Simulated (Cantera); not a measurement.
Input: 1 mol AlCl3, a varied amount of N2, 8.9 mol H2, held at 2223 K and 100000 Pa.

Cantera equilibrium calculation (NASA polynomials, part measured and part estimated; ideal gas, pure solids and liquids). Candidate condensed phases: Al, AlCl3, AlN, NH4Cl; 20 gas species. The tables' values for AlCl2 are old estimates; treat these amounts as uncertain. Equilibrium is a limit: real reactors are often held back by kinetics, nucleation or transport.

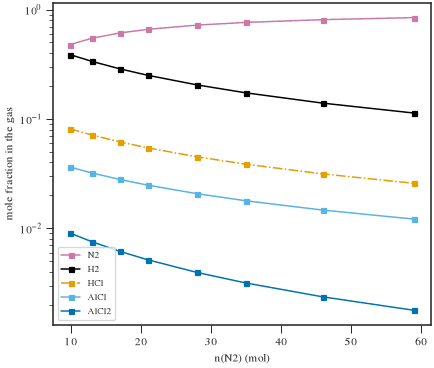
Equilibrium gas composition (values under 1e-9 drawn at 1e-9)

From 9.9 mol N2 to 59 mol N2 nothing is condensed. The main Al-bearing gas is AlCl throughout.
